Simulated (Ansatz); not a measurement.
**CaMg: a line through an energy map**

Aim: follow the energy of CaMg (Pm-3m, No. 221; 2 atoms in the cell) along one coordinate, volume per atom, with the other held at c/a of the conventional cell = 1.416.

Program: Ansatz 0.2.0. Level of theory: DFT PBEsol, scalar-relativistic, plane waves, PAW. These are calculated values, not measurements.

### Step 1. Starting point

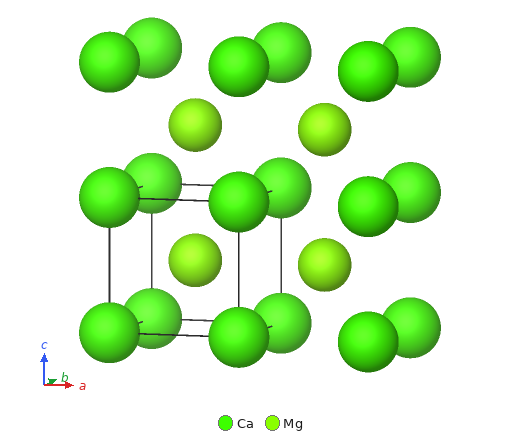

The starting structure, seen slightly off an axis (calcium green, magnesium green). 2×1×2 cells are drawn. Atoms on the faces are drawn again on the opposite ones.

Structure file:

```xyz
2
Lattice="3.9238 0.0000 0.0000 0.0000 3.9238 0.0000 0.0000 0.0000 3.9238" Properties=species:S:1:pos:R:3 pbc="T T T"
Ca    0.0000    0.0000    0.0000
Mg    1.9619    1.9619    1.9619
```

It goes back to a database entry, which need not be the stable form.

It is the result of an earlier relaxation at this level (volume 30.21 Å³/atom; gap on the mesh: none (metal)).

### Step 2. Plan of the line

The energy is mapped over volume and the cell's shape.

- volume per atom: 7 values from 25.37 to 35.04 Å³
- c/a of the conventional cell: 9 values from 0.870 to 1.518

Nothing else is relaxed (symmetry fixes all fractional coordinates). Energies count from the relaxed crystal. Points are written as (first, second).

### Step 3. The run at (25.37 Å³, 1.416)

Input file input.yaml:

```yaml
crystal:
  lattice:
    - [3.2970656656, 0.0, 0.0]
    - [0.0, 3.2970656656, 0.0]
    - [0.0, 0.0, 4.6679855693]
  atoms:
    - { symbol: Ca, position: [0.0, 0.0, 0.0] }
    - { symbol: Mg, position: [0.5, 0.5, 0.5] }
basis:
  ecutwfc: 520.0
kpoints:
  mp_grid: { grid: [12, 12, 12] }
hamiltonian:
  xc: pbesol
scf:
  occupations: { method: gaussian, width: 0.15 }
output:
  forces: true
  stress: true
  eigenvalues: true
```

Run with:

```bash
$ ansatz run input.yaml --threads 1 --pin off --max-ram 2048MiB --backend cpu --events-out ev --progress --plain --runs-dir out
```

Output (excerpt; [...] marks lines left out):

```text
Warning: RAYON_NUM_THREADS=1 ignored (pool sized by the plan → 1); use --threads N
[...]
Pseudopotentials: kind: paw
Pseudopotential: Ca, paw, valence charge 10, recommended cutoff 420 eV (normal), Ca.paw.azcp
Pseudopotential: Mg, paw, valence charge 10, recommended cutoff 420 eV (normal), Mg.paw.azcp
Functional definition: PBEsol
[...]
Crystal: 2 atoms, lattice volume = 50.744 Å³
Basis set: ecut = 520 eV, 1393 PW (Γ), exchange–correlation on 50×50×72 points (8 copies of the dense FFT grid, shifted against one another)
Bands: 14, of which v1, the nominal top of the filled ones, is band 10 counted from 1 (9 counted from 0)
Symmetry: 16 space group operations
Space group: P4/mmm (ITA 123), of the structure as read, at distance tolerance 3.7e-5 Å
k-points: 196 of 1728
[...]
SCF iter   1: F=—  HF=-3705.709631 eV  |F-HF|=—  |Δ(HF+E_count)|=         —  Δρ=2.82e-3  dr2=3.13e-3  ethr=1.77e-3  ⟨swp⟩=6.6  Hψ=17258  notcnv=0
[...]
SCF iter   7: F=-3705.708404 eV  HF=-3705.708404 eV  |F-HF|=3.30e-9  |Δ(HF+E_count)|=   4.03e-8  Δρ=2.18e-6  dr2=4.88e-9  ethr=5.00e-10  ⟨swp⟩=4.3  Hψ=9879  notcnv=0
[...]
SCF converged after 7 iterations
Free energy (F): -3705.708404 eV
[...]
E sigma→0 (E₀):  -3705.697982 eV
Entropy (-TS):   -0.020845 eV (-10.422 meV/atom)
Fermi energy:    6.936593 eV
[...]
--- Forces (eV/Å), atoms counted from 1 ---
  atom   1  Ca    -0.00000000     0.00000000     0.00000000
  atom   2  Mg     0.00000000    -0.00000000     0.00000000
[...]
--- Stress (GPa, compression-positive) ---
        6.972754       0.000000       0.000000
        0.000000       6.972754       0.000000
        0.000000       0.000000       4.852340
  P = ⅓ Tr σ = 6.2659 GPa (62.659 kbar)
--- Band table (eV; the first three rows and the last of 196) ---
  k-point 0: bands = ["-68.2564", "-35.1975", "-35.1961", "-35.1961", "-33.9653", "-15.0927", "-14.9055", "-14.9055", "1.2302", "6.8363", "7.9622", "8.1523", "11.2785", "11.2785"]
[...]
```

Run time: 3.2 s. Hardware: 1 thread of AMD EPYC 9R45 (Zen 5), shared host; peak memory 0.53 GiB.

On the map this point reads 132 meV/atom.

### Step 4. The run at (26.98 Å³, 1.416)

input.yaml, as its differences from that of step 3:

```diff
@@ -2,5 +2,5 @@
   lattice:
-    - [3.2970656656, 0.0, 0.0]
-    - [0.0, 3.2970656656, 0.0]
-    - [0.0, 0.0, 4.6679855693]
+    - [3.3654213098, 0.0, 0.0]
+    - [0.0, 3.3654213098, 0.0]
+    - [0.0, 0.0, 4.7647634904]
   atoms:
```

Run with:

```bash
$ ansatz run input.yaml --threads 1 --pin off --max-ram 2048MiB --backend cpu --events-out ev --progress --plain --runs-dir out
```

Output (excerpt; [...] marks lines left out):

```text
Warning: RAYON_NUM_THREADS=1 ignored (pool sized by the plan → 1); use --threads N
[...]
[... 4 set-up lines as earlier in the session ...]
[...]
Crystal: 2 atoms, lattice volume = 53.966 Å³
Basis set: ecut = 520 eV, 1465 PW (Γ), exchange–correlation on 54×54×72 points (8 copies of the dense FFT grid, shifted against one another)
Bands: 14, of which v1, the nominal top of the filled ones, is band 10 counted from 1 (9 counted from 0)
[... 1 set-up line as earlier in the session ...]
Space group: P4/mmm (ITA 123), of the structure as read, at distance tolerance 3.8e-5 Å
k-points: 196 of 1728
[...]
SCF iter   1: F=—  HF=-3705.808722 eV  |F-HF|=—  |Δ(HF+E_count)|=         —  Δρ=2.60e-3  dr2=2.92e-3  ethr=1.77e-3  ⟨swp⟩=6.6  Hψ=17418  notcnv=0
[...]
SCF iter   7: F=-3705.807644 eV  HF=-3705.807644 eV  |F-HF|=2.59e-9  |Δ(HF+E_count)|=   4.29e-8  Δρ=2.24e-6  dr2=4.51e-9  ethr=5.00e-10  ⟨swp⟩=4.5  Hψ=10579  notcnv=0
[...]
SCF converged after 7 iterations
Free energy (F): -3705.807644 eV
[...]
E sigma→0 (E₀):  -3705.797124 eV
Entropy (-TS):   -0.021039 eV (-10.520 meV/atom)
Fermi energy:    6.405150 eV
[...]
--- Forces (eV/Å), atoms counted from 1 ---
  atom   1  Ca     0.00000000    -0.00000000     0.00000000
  atom   2  Mg     0.00000000     0.00000000     0.00000000
[...]
--- Stress (GPa, compression-positive) ---
        4.396283       0.000000       0.000000
        0.000000       4.396283       0.000000
        0.000000       0.000000       2.332695
  P = ⅓ Tr σ = 3.7084 GPa (37.084 kbar)
--- Band table (eV; the first three rows and the last of 196) ---
  k-point 0: bands = ["-68.8934", "-35.8348", "-35.8348", "-35.8318", "-34.6381", "-15.7530", "-15.5988", "-15.5988", "0.8577", "6.3444", "7.3143", "7.6404", "10.5786", "10.5786"]
[...]
```

It took 3.5 s on 1 thread of AMD EPYC 9R45 (Zen 5), shared host; peak memory 0.55 GiB.

On the map this point reads 83 meV/atom.

### Step 5. Grid point (28.59 Å³, 1.416)

input.yaml, as its differences from that of step 4:

```diff
@@ -2,5 +2,5 @@
   lattice:
-    - [3.3654213098, 0.0, 0.0]
-    - [0.0, 3.3654213098, 0.0]
-    - [0.0, 0.0, 4.7647634904]
+    - [3.431107566, 0.0, 0.0]
+    - [0.0, 3.431107566, 0.0]
+    - [0.0, 0.0, 4.857762092]
   atoms:
```

Run with:

```bash
$ ansatz run input.yaml --threads 1 --pin off --max-ram 2048MiB --backend cpu --events-out ev --progress --plain --runs-dir out
```

Output (excerpt; [...] marks lines left out):

```text
[...]
SCF converged after 7 iterations
Free energy (F): -3705.861279 eV
[...]
E sigma→0 (E₀):  -3705.850705 eV
Entropy (-TS):   -0.021147 eV (-10.574 meV/atom)
Fermi energy:    5.933042 eV
[...]
--- Forces (eV/Å), atoms counted from 1 ---
  atom   1  Ca     0.00000000     0.00000000     0.00000000
  atom   2  Mg     0.00000000     0.00000000     0.00000000
[...]
--- Stress (GPa, compression-positive) ---
        2.367052       0.000000       0.000000
        0.000000       2.367052       0.000000
        0.000000       0.000000       0.387877
  P = ⅓ Tr σ = 1.7073 GPa (17.073 kbar)
--- Band table (eV; the first three rows and the last of 196) ---
  k-point 0: bands = ["-69.4708", "-36.4131", "-36.4131", "-36.4072", "-35.2509", "-16.3544", "-16.2267", "-16.2267", "0.5332", "5.9006", "6.7438", "7.1769", "9.9467", "9.9467"]
[...]
```

It took 3.4 s on 1 thread of AMD EPYC 9R45 (Zen 5), shared host; peak memory 0.56 GiB.

That is 56 meV/atom from the zero.

### Step 6. Grid point (30.21 Å³, 1.416)

input.yaml, as its differences from that of step 5:

```diff
@@ -2,5 +2,5 @@
   lattice:
-    - [3.431107566, 0.0, 0.0]
-    - [0.0, 3.431107566, 0.0]
-    - [0.0, 0.0, 4.857762092]
+    - [3.4943754353, 0.0, 0.0]
+    - [0.0, 3.4943754353, 0.0]
+    - [0.0, 0.0, 4.9473367413]
   atoms:
```

Run with:

```bash
$ ansatz run input.yaml --threads 1 --pin off --max-ram 2048MiB --backend cpu --events-out ev --progress --plain --runs-dir out
```

Output (excerpt; [...] marks lines left out):

```text
Warning: RAYON_NUM_THREADS=1 ignored (pool sized by the plan → 1); use --threads N
[...]
[... 4 set-up lines as earlier in the session ...]
[...]
Crystal: 2 atoms, lattice volume = 60.410 Å³
Basis set: ecut = 520 eV, 1659 PW (Γ), exchange–correlation on 54×54×80 points (8 copies of the dense FFT grid, shifted against one another)
Bands: 14, of which v1, the nominal top of the filled ones, is band 10 counted from 1 (9 counted from 0)
[... 1 set-up line as earlier in the session ...]
Space group: P4/mmm (ITA 123), of the structure as read, at distance tolerance 3.9e-5 Å
k-points: 196 of 1728
[...]
SCF iter   1: F=—  HF=-3705.880177 eV  |F-HF|=—  |Δ(HF+E_count)|=         —  Δρ=2.28e-3  dr2=3.06e-3  ethr=1.77e-3  ⟨swp⟩=6.8  Hψ=17787  notcnv=0
[...]
SCF iter   7: F=-3705.879226 eV  HF=-3705.879226 eV  |F-HF|=3.06e-9  |Δ(HF+E_count)|=   4.58e-8  Δρ=2.29e-6  dr2=5.21e-9  ethr=5.00e-10  ⟨swp⟩=4.7  Hψ=10756  notcnv=0
[...]
SCF converged after 7 iterations
Free energy (F): -3705.879226 eV
[...]
E sigma→0 (E₀):  -3705.868594 eV
Entropy (-TS):   -0.021265 eV (-10.632 meV/atom)
Fermi energy:    5.510156 eV
[...]
--- Forces (eV/Å), atoms counted from 1 ---
  atom   1  Ca     0.00000000     0.00000000     0.00000000
  atom   2  Mg     0.00000000     0.00000000     0.00000000
[...]
--- Stress (GPa, compression-positive) ---
        0.769689       0.000000       0.000000
        0.000000       0.769689       0.000000
        0.000000       0.000000      -1.114703
  P = ⅓ Tr σ = 0.1416 GPa (1.416 kbar)
--- Band table (eV; the first three rows and the last of 196) ---
  k-point 0: bands = ["-69.9964", "-36.9394", "-36.9394", "-36.9315", "-35.8119", "-16.9050", "-16.7986", "-16.7986", "0.2481", "5.4977", "6.2378", "6.7549", "9.3727", "9.3727"]
[...]
```

Run time: 3.6 s. Hardware: 1 thread of AMD EPYC 9R45 (Zen 5), shared host; peak memory 0.56 GiB.

On the map this point reads 47 meV/atom.

### Step 7. Point (31.82 Å³, 1.416)

input.yaml, as its differences from that of step 6:

```diff
@@ -2,5 +2,5 @@
   lattice:
-    - [3.4943754353, 0.0, 0.0]
-    - [0.0, 3.4943754353, 0.0]
-    - [0.0, 0.0, 4.9473367413]
+    - [3.5554225444, 0.0, 0.0]
+    - [0.0, 3.5554225444, 0.0]
+    - [0.0, 0.0, 5.0337672383]
   atoms:
```

Run with:

```bash
$ ansatz run input.yaml --threads 1 --pin off --max-ram 2048MiB --backend cpu --events-out ev --progress --plain --runs-dir out
```

Output (excerpt; [...] marks lines left out):

```text
[...]
SCF converged after 7 iterations
Free energy (F): -3705.869262 eV
[...]
E sigma→0 (E₀):  -3705.858565 eV
Entropy (-TS):   -0.021395 eV (-10.697 meV/atom)
Fermi energy:    5.128661 eV
[...]
--- Forces (eV/Å), atoms counted from 1 ---
  atom   1  Ca    -0.00000000    -0.00000000     0.00000000
  atom   2  Mg     0.00000000    -0.00000000    -0.00000000
[...]
--- Stress (GPa, compression-positive) ---
       -0.486501      -0.000000       0.000000
       -0.000000      -0.486501       0.000000
        0.000000       0.000000      -2.273831
  P = ⅓ Tr σ = -1.0823 GPa (-10.823 kbar)
--- Band table (eV; the first three rows and the last of 196) ---
  k-point 0: bands = ["-70.4767", "-37.4202", "-37.4202", "-37.4108", "-36.3275", "-17.4114", "-17.3219", "-17.3219", "-0.0041", "5.1301", "5.7860", "6.3688", "8.8487", "8.8487"]
[...]
```

Run time: 3.9 s. Hardware: 1 thread of AMD EPYC 9R45 (Zen 5), shared host; peak memory 0.57 GiB.

Energy on the map's scale: 52 meV/atom.

### Step 8. Point (35.04 Å³, 1.416)

input.yaml, as its differences from that of step 7:

```diff
@@ -2,5 +2,5 @@
   lattice:
-    - [3.5554225444, 0.0, 0.0]
-    - [0.0, 3.5554225444, 0.0]
-    - [0.0, 0.0, 5.0337672383]
+    - [3.6716036984, 0.0, 0.0]
+    - [0.0, 3.6716036984, 0.0]
+    - [0.0, 0.0, 5.1982565162]
   atoms:
```

Run with:

```bash
$ ansatz run input.yaml --threads 1 --pin off --max-ram 2048MiB --backend cpu --events-out ev --progress --plain --runs-dir out
```

Output (excerpt; [...] marks lines left out):

```text
Warning: RAYON_NUM_THREADS=1 ignored (pool sized by the plan → 1); use --threads N
[...]
[... 4 set-up lines as earlier in the session ...]
[...]
Crystal: 2 atoms, lattice volume = 70.076 Å³
Basis set: ecut = 520 eV, 1891 PW (Γ), exchange–correlation on 60×60×80 points (8 copies of the dense FFT grid, shifted against one another)
Bands: 14, of which v1, the nominal top of the filled ones, is band 10 counted from 1 (9 counted from 0)
[... 1 set-up line as earlier in the session ...]
Space group: P4/mmm (ITA 123), of the structure as read, at distance tolerance 4.1e-5 Å
k-points: 196 of 1728
[...]
SCF iter   1: F=—  HF=-3705.789780 eV  |F-HF|=—  |Δ(HF+E_count)|=         —  Δρ=2.01e-3  dr2=4.04e-3  ethr=1.77e-3  ⟨swp⟩=6.9  Hψ=18231  notcnv=0
[...]
SCF iter   6: F=-3705.788740 eV  HF=-3705.788740 eV  |F-HF|=3.44e-8  |Δ(HF+E_count)|=   5.06e-7  Δρ=6.93e-6  dr2=6.82e-8  ethr=5.00e-10  ⟨swp⟩=3.7  Hψ=11658  notcnv=0
[...]
SCF converged after 6 iterations
Free energy (F): -3705.788740 eV
[...]
E sigma→0 (E₀):  -3705.777911 eV
Entropy (-TS):   -0.021659 eV (-10.829 meV/atom)
Fermi energy:    4.466261 eV
[...]
--- Forces (eV/Å), atoms counted from 1 ---
  atom   1  Ca    -0.00000000    -0.00000000     0.00000000
  atom   2  Mg     0.00000000    -0.00000000    -0.00000000
[...]
--- Stress (GPa, compression-positive) ---
       -2.247442      -0.000000       0.000000
       -0.000000      -2.247442       0.000000
        0.000000       0.000000      -3.845288
  P = ⅓ Tr σ = -2.7801 GPa (-27.801 kbar)
--- Band table (eV; the first three rows and the last of 196) ---
  k-point 0: bands = ["-71.3220", "-38.2661", "-38.2661", "-38.2549", "-37.2443", "-18.3130", "-18.2479", "-18.2479", "-0.4300", "4.4817", "5.0138", "5.6863", "7.9245", "7.9245"]
[...]
```

Wall time 4.4 s (1 thread of AMD EPYC 9R45 (Zen 5), shared host); peak memory 0.59 GiB.

That is 92 meV/atom from the zero.

### Step 9. Results

| volume per atom (Å³) | step | energy (meV/atom) | slope (meV/atom per Å³) | pressure (GPa) |
| --- | --- | --- | --- | --- |
| 25.37 | 3 | 132 | −39.1 | 6.3 |
| 26.98 | 4 | 83 | −23.1 | 3.7 |
| 28.59 | 5 | 56 | −10.7 | 1.7 |
| 30.21 | 6 | 47 | −0.9 | 0.1 |
| 31.82 | 7 | 52 | 6.8 | −1.1 |
| 33.43 | – | 68 | 12.7 | −2.0 |
| 35.04 | 8 | 92 | 17.4 | −2.8 |

Energies count from the relaxed crystal. Rows without a step come from runs not printed here or follow by symmetry. Slopes come from the forces and the stress, not from differences of energies.

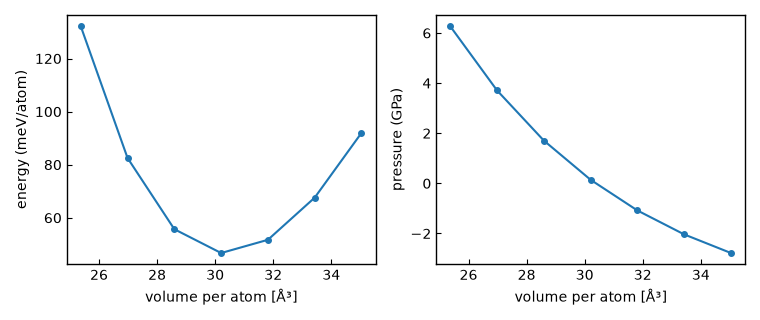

Energy and pressure along the line.

What this shows: The lowest point of the line is at 30.21 Å³, 47 meV/atom from the zero. Energies and slopes round the minimum, fitted together, put the minimum at 30.374 Å³, with a curvature of about 5.2 meV/atom per (Å³)². V·d²E/dV² there is about 25 GPa, a bulk modulus under this line's constraint. The well is lopsided: two grid steps out, the energy rises by 36 meV/atom towards smaller values and 21 meV/atom towards larger ones. The highest point, at 25.37 Å³, lies 85 meV/atom above the lowest. This is one cut through a surface in two coordinates; the map's lowest point lies off it.
